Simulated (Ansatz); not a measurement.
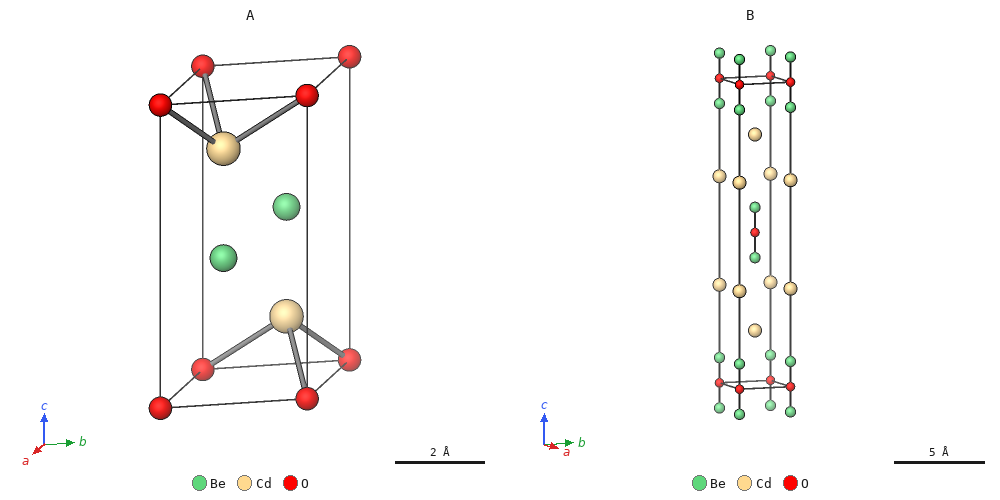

Two structures of Be2Cd2O, each relaxed to rest (conventional cells in solid outline, small ones repeated, not to one scale). Method: DFT PBE, scalar-relativistic, plane waves, PAW in Ansatz, without spin polarisation.

Question: What structure does each panel show?

Answer: A: La₂O₂S type, P-3m1. B: 10 atoms a cell on a body-centred tetragonal lattice, I4/mmm.

Question: Which structure wins energetically, and by what margin?

Answer: B is lower, by 586 meV/atom at this level of theory (energies at zero smearing). Volumes: A 14.4, B 16.0 Å³/atom.

One or both may be structure types tried for this composition rather than known phases.
